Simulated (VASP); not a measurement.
Band structure of Ho (hcp). Level of theory: vdW-DF2, VASP's PBE PAW potentials (set 64) (plane waves; VASP).

The 4f electrons are frozen in the core of the lanthanide potential, so 4f levels, which can set the real gap, and their magnetism are missing.

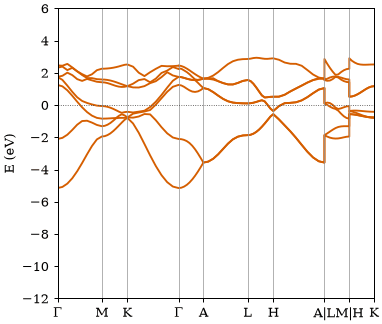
Figure. Bands along high-symmetry lines, zero at the valence-band maximum or, without a gap, the Fermi level

Read the plot: is there a gap, and where are the band edges?

It has no gap at this level: it comes out as a metal or semimetal. (Edges off the drawn lines would not show.)

The compound is Ho in the hcp structure. It was relaxed first.
